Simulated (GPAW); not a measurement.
# MnGe11 (Ge24x311 Mn2 nn): parallel and opposed starts, part 2 of 2

A self-consistent run ends on one state, which hangs on the start. Several orders of MnGe11 (Ge24x311 Mn2 nn) are started in GPAW and their energies compared.

GPAW 26.7.0; PBE with U = 4 eV on Mn d; plane waves with GPAW's PAW setups, scalar-relativistic.

So far. Step 2 (Start 1: ferro ++): After 30 cycles the largest moment stands at 4.27 μB.

## (3) Run 2 (antiferro +-)

An opposed order shows whether the pairs that it reverses prefer unlike signs.

Contents of order2.py:

```python
import json
import numpy as np
from ase import Atoms
from ase.parallel import paropen, parprint
from gpaw import GPAW

atoms = Atoms(['Mn', 'Mn', 'Ge', 'Ge', 'Ge', 'Ge', 'Ge', 'Ge', 'Ge', 'Ge', 'Ge', 'Ge', 'Ge', 'Ge', 'Ge', 'Ge', 'Ge', 'Ge', 'Ge', 'Ge', 'Ge', 'Ge', 'Ge', 'Ge'],
    cell=[[16.974, 0.0, 0.0],
         [0.0, 5.658, 0.0],
         [0.0, 0.0, 5.658]],
    scaled_positions=[[0.0, 0.0, 0.0],
         [0.083333, 0.25, 0.25],
         [0.0, 0.5, 0.5],
         [0.083333, 0.75, 0.75],
         [0.166667, 0.0, 0.5],
         [0.25, 0.25, 0.75],
         [0.166667, 0.5, 0.0],
         [0.25, 0.75, 0.25],
         [0.333333, 0.0, 0.0],
         [0.416667, 0.25, 0.25],
         [0.333333, 0.5, 0.5],
         [0.416667, 0.75, 0.75],
         [0.5, 0.0, 0.5],
         [0.583333, 0.25, 0.75],
         [0.5, 0.5, 0.0],
         [0.583333, 0.75, 0.25],
         [0.666667, 0.0, 0.0],
         [0.75, 0.25, 0.25],
         [0.666667, 0.5, 0.5],
         [0.75, 0.75, 0.75],
         [0.833333, 0.0, 0.5],
         [0.916667, 0.25, 0.75],
         [0.833333, 0.5, 0.0],
         [0.916667, 0.75, 0.25]],
    pbc=True,
    magmoms=[4.5, -4.5, 0.0, 0.0, 0.0, 0.0, 0.0, 0.0, 0.0, 0.0, 0.0, 0.0, 0.0, 0.0, 0.0, 0.0, 0.0, 0.0, 0.0, 0.0, 0.0, 0.0, 0.0, 0.0])
atoms.calc = GPAW(mode={'name': 'pw', 'ecut': 450},
    xc='PBE',
    kpts={'size': (2, 5, 5), 'gamma': True},
    occupations={'name': 'fermi-dirac', 'width': 0.05},
    convergence={'density': 1e-05, 'energy': 1e-05},
    maxiter=200,
    mixer={'name': 'pulay', 'beta': 0.05, 'nmaxold': 6, 'weight': 50},
    setups={'Mn': ':d,4.0'},
    symmetry={'tolerance': 1e-4},
    txt='order2.txt')
e = atoms.get_potential_energy(force_consistent=True)
res = {'free_energy': e, 'energy_sigma0': atoms.get_potential_energy(), 'fermi_energy': atoms.calc.get_fermi_level()}
res['moments'] = atoms.get_magnetic_moments().tolist()
res['total'] = atoms.get_magnetic_moment()
parprint('site moments (muB):', np.round(res['moments'], 3))
parprint(f"total moment: {res['total']:.3f} muB")
parprint(f'free energy: {e:.6f} eV')
atoms.calc.write('order2.gpw')
with paropen('results.json', 'w') as f:
    json.dump(res, f)
```

Run with:

```
> OMP_NUM_THREADS=1 mpirun -n 4 gpaw python order2.py > order2.log
```

Numbers of over 12 decimals in the logs are rounded to 6 here.

The log of the run:

```text
site moments (muB): [ 4.196e+00 -4.196e+00  2.900e-02 -2.900e-02  5.400e-02  2.000e-03
  5.400e-02  2.000e-03  6.000e-03  1.000e-03  4.000e-03  0.000e+00
  1.000e-03 -1.000e-03  1.000e-03 -1.000e-03 -1.000e-03 -6.000e-03
 -0.000e+00 -4.000e-03 -2.000e-03 -5.400e-02 -2.000e-03 -5.400e-02]
total moment: 0.000 muB
free energy: -112.095727 eV

--- order2.txt ---
Input parameters:
  mode=PW(ecut=450),
  convergence={'density': 1e-05, 'energy': 1e-05},
  kpts=MonkhorstPack(size=(2, 5, 5), gamma=True),
  maxiter=200,
  mixer=Pulay(name='pulay', nmaxold=6, beta=0.05, weight=50, sigma=0.015, g_ss=None),
  occupations=Occupations(name='fermi-dirac', width=0.05),
  setups={'Mn': ':d,4.0'},
  symmetry=Symmetry(tolerance=0.0001),
  xc=XC(name='PBE')

Diagonalizing LCAO Hamiltonian
Converting LCAO to pw mode
    .-----------------------------------------.
   /|                                         |
  / |  Ge            Ge            Ge         |
 *  |                                         |
 |  |       Ge            Ge            Ge    |
 | Ge           Ge             Ge             |
 |  |   Ge    Ge      Ge    Ge      Ge    Ge  |
 |  .-----------------------------------------.
 | / Mn   Ge       Ge  Ge        Ge  Ge      /
 |/                                         /
 Mn------------Ge------------Ge------------*

Atoms  # Å, Bohr magnetons
|    | symbol |         x |        y |        z |    initial magnetic moments |
|----|--------|-----------|----------|----------|-----------------------------|
|  0 |     Mn |  0.000000 | 0.000000 | 0.000000 | ( 0.0000,  0.0000,  4.5000) |
|  1 |     Mn |  1.414494 | 1.414500 | 1.414500 | ( 0.0000,  0.0000, -4.5000) |
|  2 |     Ge |  0.000000 | 2.829000 | 2.829000 | ( 0.0000,  0.0000,  0.0000) |
|  3 |     Ge |  1.414494 | 4.243500 | 4.243500 | ( 0.0000,  0.0000,  0.0000) |
|  4 |     Ge |  2.829006 | 0.000000 | 2.829000 | ( 0.0000,  0.0000,  0.0000) |
|  5 |     Ge |  4.243500 | 1.414500 | 4.243500 | ( 0.0000,  0.0000,  0.0000) |
|  6 |     Ge |  2.829006 | 2.829000 | 0.000000 | ( 0.0000,  0.0000,  0.0000) |
|  7 |     Ge |  4.243500 | 4.243500 | 1.414500 | ( 0.0000,  0.0000,  0.0000) |
|  8 |     Ge |  5.657994 | 0.000000 | 0.000000 | ( 0.0000,  0.0000,  0.0000) |
|  9 |     Ge |  7.072506 | 1.414500 | 1.414500 | ( 0.0000,  0.0000,  0.0000) |
| 10 |     Ge |  5.657994 | 2.829000 | 2.829000 | ( 0.0000,  0.0000,  0.0000) |
| 11 |     Ge |  7.072506 | 4.243500 | 4.243500 | ( 0.0000,  0.0000,  0.0000) |
| 12 |     Ge |  8.487000 | 0.000000 | 2.829000 | ( 0.0000,  0.0000,  0.0000) |
| 13 |     Ge |  9.901494 | 1.414500 | 4.243500 | ( 0.0000,  0.0000,  0.0000) |
| 14 |     Ge |  8.487000 | 2.829000 | 0.000000 | ( 0.0000,  0.0000,  0.0000) |
| 15 |     Ge |  9.901494 | 4.243500 | 1.414500 | ( 0.0000,  0.0000,  0.0000) |
| 16 |     Ge | 11.316006 | 0.000000 | 0.000000 | ( 0.0000,  0.0000,  0.0000) |
| 17 |     Ge | 12.730500 | 1.414500 | 1.414500 | ( 0.0000,  0.0000,  0.0000) |
| 18 |     Ge | 11.316006 | 2.829000 | 2.829000 | ( 0.0000,  0.0000,  0.0000) |
| 19 |     Ge | 12.730500 | 4.243500 | 4.243500 | ( 0.0000,  0.0000,  0.0000) |
| 20 |     Ge | 14.144994 | 0.000000 | 2.829000 | ( 0.0000,  0.0000,  0.0000) |
| 21 |     Ge | 15.559506 | 1.414500 | 4.243500 | ( 0.0000,  0.0000,  0.0000) |
| 22 |     Ge | 14.144994 | 2.829000 | 0.000000 | ( 0.0000,  0.0000,  0.0000) |
| 23 |     Ge | 15.559506 | 4.243500 | 1.414500 | ( 0.0000,  0.0000,  0.0000) |

Unit cell  # Å
| periodic |         x |        y |        z |   lengths |    angles |
|----------|-----------|----------|----------|-----------|-----------|
|      yes | 16.974000 | 0.000000 | 0.000000 | 16.974000 | 90.000000 |
|      yes |  0.000000 | 5.658000 | 0.000000 |  5.658000 | 90.000000 |
|      yes |  0.000000 | 0.000000 | 5.658000 |  5.658000 | 90.000000 |

Number of symmetries: 2

BZ-sampling:
  Number of BZ points: 50
  Number of IBZ points: 18

  Monkhorst-Pack size: [2, 5, 5]
  Monkhorst-Pack shift: [0.25, 0.0, 0.0]

Plane wave coefficients: 11808
Cutoff: 450.000000 eV

Spin-components: 2 (collinear spins)
Bands:           75
Projectors:      122
Spin-degeneracy: 1
Datatype:        complex128

Parallelization:
  kpt:    4
  domain: 1
  band:   1

Density:
  Valence electrons: 118.0
  Components: 2
  Grid points: [84 28 28]
  Charge: 0.0  # |e|

Potential:
  Grid points: [84 28 28]

[... setups left out ...]
Reference energy: -1319176.208901  # eV

eigensolver:
  PPCG
  Converge bands: occupied
  niter=2

density mixing:
  Pulay-Mixer
  Linear mixing parameters: 0.05
  Old densities: 6
  Fourier metric: weight=50, sigma=0.015

occupation numbers:
  Fermi-Dirac:
    width: 0.0500  # eV

poisson solver:
  ecut: 3600.000000  # eV

xc functional:
  name: PBE with 2 nearest neighbor stencil

convergence criteria:
- Maximum integral of absolute [dens]ity change: 1e-05 electrons / valence electron
- Maximum [total energy] change in last 3 cyles: 1e-05 eV / valence electron
- Maximum integral of absolute [eigenst]ate change: 4e-08 eV^2 / valence electron
maximum number of iterations: 200

SCF iterations
|iter     |      energy | eigst |  dens |  magmom |
|---------|-------------|-------|-------|---------|
|iter:   1|       0s | -112.337475 | +0.07 |       |  -0.0000|
|iter:   2|      19s | -112.277485 | -1.52 | -0.96 |  +0.0000|
|iter:   3|      37s | -112.193382 | -2.46 | -0.99 |  +0.0000|
|iter:   4|      56s | -112.053022 | -1.61 | -1.02 |  +0.0000|
|iter:   5|      74s | -112.074805 | -2.35 | -1.40 |  +0.0000|
|iter:   6|      93s | -112.065949 | -2.78 | -1.70 |  +0.0000|
|iter:   7|     112s | -112.063359 | -2.78 | -1.89 |  +0.0000|
|iter:   8|     130s | -112.062964 | -3.92 | -2.16 |  +0.0000|
|iter:   9|     149s | -112.064796 | -3.71 | -2.26 |  +0.0000|
|iter:  10|     168s | -112.065156 | -4.88 | -2.50 |  +0.0000|
|iter:  11|     187s | -112.066033 | -4.54 | -2.55 |  +0.0000|
|iter:  12|     206s | -112.066049c| -5.62 | -2.69 |  +0.0000|
|iter:  13|     225s | -112.066477c| -5.52 | -2.70 |  +0.0000|
|iter:  14|     244s | -112.066948c| -5.31 | -2.79 |  +0.0000|
|iter:  15|     263s | -112.067079c| -5.82 | -2.99 |  +0.0000|
|iter:  16|     282s | -112.067337c| -5.26 | -3.06 |  +0.0000|
|iter:  17|     301s | -112.067410c| -6.09 | -3.26 |  +0.0000|
|iter:  18|     319s | -112.067479c| -6.41 | -3.33 |  +0.0000|
|iter:  19|     338s | -112.067584c| -5.80 | -3.41 |  +0.0000|
|iter:  20|     357s | -112.067643c| -5.84 | -3.66 |  +0.0000|
|iter:  21|     376s | -112.067646c| -7.20 | -3.97 |  +0.0000|
|iter:  22|     394s | -112.067661c| -6.71 | -4.00 |  +0.0000|
|iter:  23|     404s | -112.067663c| -7.62c| -4.31 |  +0.0000|
|iter:  24|     413s | -112.067665c| -7.55c| -4.38 |  +0.0000|
|iter:  25|     422s | -112.067667c| -7.55c| -4.56 |  +0.0000|
|iter:  26|     431s | -112.067668c| -7.66c| -4.72 |  +0.0000|
|iter:  27|     440s | -112.067668c| -7.76c| -4.93 |  +0.0000|
|iter:  28|     450s | -112.067669c| -8.27c| -4.97 |  +0.0000|
|iter:  29|     459s | -112.067669c| -8.33c| -5.04c|  +0.0000|

Converged in 29 steps
Energy contributions relative to reference atoms: (reference = -1319176.208901)

Energy contributions:
  Kinetic:         333.041328
  Coulomb:        -293.899061
  Zero:              0.311033
  External:          0.000000
  Xc:             -151.492910
  Entropy:          -0.056117
  Spinorbit:         0.000000
  ----------------------------
  Free energy:    -112.095727
  Extrapolated:   -112.067669

dipole moment: (-93.914195, -105.056973, -105.056973)  # |e|*Ang

Total magnetic moment: (0.000000, 0.000000, 0.000012)

Local magnetic moments
|        x |        y |         z |
|----------|----------|-----------|
| 0.000000 | 0.000000 |  4.196495 |  # Mn   0
| 0.000000 | 0.000000 | -4.196498 |  # Mn   1
| 0.000000 | 0.000000 |  0.028539 |  # Ge   2
| 0.000000 | 0.000000 | -0.028538 |  # Ge   3
| 0.000000 | 0.000000 |  0.054092 |  # Ge   4
| 0.000000 | 0.000000 |  0.002062 |  # Ge   5
| 0.000000 | 0.000000 |  0.054092 |  # Ge   6
| 0.000000 | 0.000000 |  0.002062 |  # Ge   7
| 0.000000 | 0.000000 |  0.005860 |  # Ge   8
| 0.000000 | 0.000000 |  0.000516 |  # Ge   9
| 0.000000 | 0.000000 |  0.003666 |  # Ge  10
| 0.000000 | 0.000000 |  0.000486 |  # Ge  11
[...]
| 0.000000 | 0.000000 | -0.000516 |  # Ge  16
| 0.000000 | 0.000000 | -0.005860 |  # Ge  17
| 0.000000 | 0.000000 | -0.000487 |  # Ge  18
| 0.000000 | 0.000000 | -0.003666 |  # Ge  19
| 0.000000 | 0.000000 | -0.002062 |  # Ge  20
| 0.000000 | 0.000000 | -0.054090 |  # Ge  21
| 0.000000 | 0.000000 | -0.002062 |  # Ge  22
| 0.000000 | 0.000000 | -0.054090 |  # Ge  23

Fermi level: 5.444
Eigenvalues  # (at kpt = [0.000, 0.000, 0.000])
| band index |      eig [eV] | occ [0-1] |      eig [eV] | occ [0-1] |
|------------|---------------|-----------|---------------|-----------|
|          0 |       -76.404 |     1.000 |       -76.404 |     1.000 |
|        ... |               |           |               |           |
|         50 |         3.703 |     1.000 |         3.703 |     1.000 |
|         51 |         3.891 |     1.000 |         3.891 |     1.000 |
|         52 |         3.896 |     1.000 |         3.896 |     1.000 |
|         53 |         4.195 |     1.000 |         4.195 |     1.000 |
|         54 |         4.642 |     1.000 |         4.642 |     1.000 |
|         55 |         4.751 |     1.000 |         4.751 |     1.000 |
|         56 |         5.282 |     0.962 |         5.282 |     0.962 |
|         57 |         5.294 |     0.952 |         5.294 |     0.952 |
|         58 |         5.926 |     0.000 |         5.926 |     0.000 |
|         59 |         6.073 |     0.000 |         6.073 |     0.000 |
|         60 |         6.341 |     0.000 |         6.341 |     0.000 |
|         61 |         6.411 |     0.000 |         6.411 |     0.000 |
|         62 |         6.464 |     0.000 |         6.464 |     0.000 |
|         63 |         6.477 |     0.000 |         6.477 |     0.000 |
|         64 |         6.526 |     0.000 |         6.526 |     0.000 |
|         65 |         6.678 |     0.000 |         6.678 |     0.000 |
|        ... |               |           |               |           |
|         74 |         8.015 |     0.000 |         8.015 |     0.000 |

No gap
No difference between direct/indirect transitions
```

Run time: 8.1 min. Hardware: 4 MPI ranks of Arm Neoverse V1, shared host; peak memory 2 GiB; 32 min of CPU time.

Spin moment in the augmentation sphere by atom:

| atom | spin moment in the augmentation sphere (μB) |
| --- | --- |
| Mn1 | 4.20 |
| Mn2 | -4.20 |
| Ge3 | 0.03 |
| Ge4 | -0.03 |
| Ge5 | 0.05 |
| Ge6 | 0.00 |
| Ge7 | 0.05 |
| Ge8 | 0.00 |
| Ge9 | 0.01 |
| Ge10 | 0.00 |
| Ge11 | 0.00 |
| Ge12 | 0.00 |
| Ge13 | 0.00 |
| Ge14 | 0.00 |
| Ge15 | 0.00 |
| Ge16 | 0.00 |
| Ge17 | 0.00 |
| Ge18 | -0.01 |
| Ge19 | 0.00 |
| Ge20 | 0.00 |
| Ge21 | 0.00 |
| Ge22 | -0.05 |
| Ge23 | 0.00 |
| Ge24 | -0.05 |

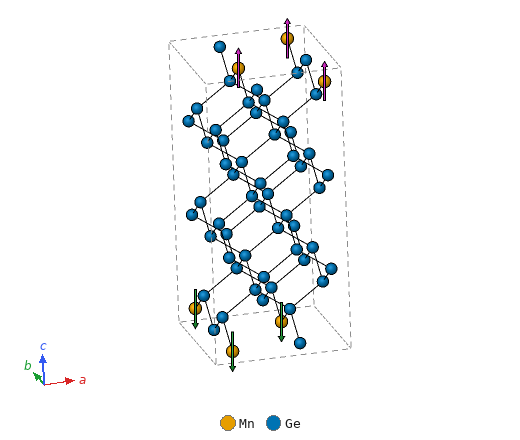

Spin moment in the augmentation sphere as arrows, the longest 4.20 μB. Up and down stand for the sign. Arrows give size and sign along the axis of quantisation, drawn up and down the page. The two directions have two colours. Some periodic images of atoms are drawn too.

This step gave:

```
magnetization : 0 μB
final state   : antiferromagnetic
```

It lies 207 meV a seeded atom under the first start, and its largest moment is 4.20 μB against 4.27 μB.

## (4) Ranking

These are free energies at a smearing of 0.05 eV, so its entropy term is in the differences. They are divided by the number of seeded atoms, so that cells of unlike size compare.

Orders:

| start | final state | typed order kept | energy over the lowest (meV a seeded atom) | largest site moment (μB) | net moment (μB a primitive cell) | mesh matched | CPU time (s) |
| --- | --- | --- | --- | --- | --- | --- | --- |
| ferro ++ | ferromagnetic | yes | 206.7 | 4.269 | 8.46 | yes | 2200 |
| antiferro +- | antiferromagnetic | yes | 0 | 4.197 | 0 | yes | 1945 |

## (5) What came out

```yaml
lowest_state_found: antiferromagnetic (typed antiferro +-)
largest_site_moment: 4.20 μB
next_state: ferromagnetic, 207 meV a seeded atom higher
```

What this shows: The lowest state found is antiferromagnetic, reached from the start antiferro +-, with moments up to 4.20 μB. The next state costs 207 meV a seeded atom. Only 2 starts are shown; other collinear patterns, canted and longer-period orders are not.

[Logs and program files are shortened in this print: banners, set-up blocks, solver, clock and traceback lines can be left out without a mark of their own.]

[Logs are printed without paths, hosts, clocks, repeated set-up lines and the standing remarks that a program may print on its own settings, such as how far it seeks lower states.]

[Hosts, paths, dates, database ids (printed as entryN), source tags and the programs' standing remarks are cut or masked in the printed files.]

[Where a cell is said to come from a database of computed structures, the database is the Materials Project.]
